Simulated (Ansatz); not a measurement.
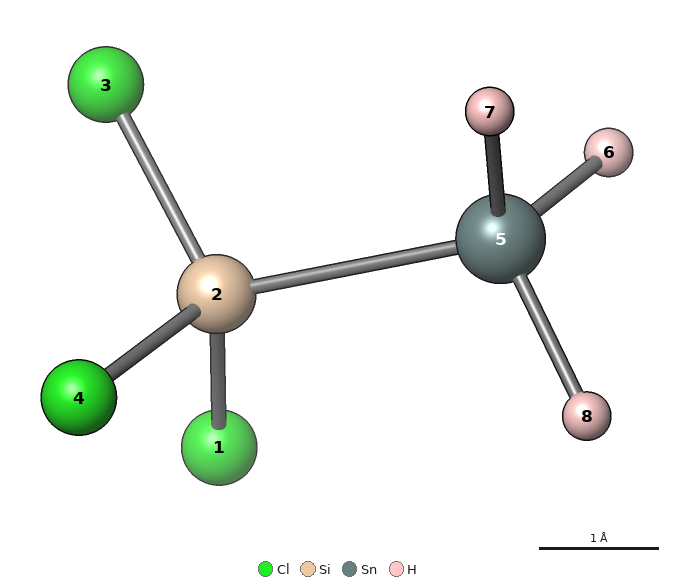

Orthographic view. Distant atoms are faded towards the background colour. Computed geometry: PBE-D4/def2-SVP optimisation. No frequency run is at hand to confirm it as a minimum.

Write a Z-matrix (Å, degrees) in the order of the atom numbers, with these reference atoms: 2 to 1; 3 to 2, 1; 4 to 2, 1, 3; 5 to 2, 1, 4; 6 to 5, 2, 1; 7 to 5, 6, 2; 8 to 5, 6, 7.

```
Cl 
Si   1   2.078
Cl   2   2.079   1   108.0
Cl   2   2.079   1   108.0   3   116.5
Sn   2   2.577   1   111.0   4   121.8
H    5   1.724   2   108.8   1    60.2
H    5   1.724   6   110.2   2  -119.0
H    5   1.724   6   110.2   7  -121.8
```
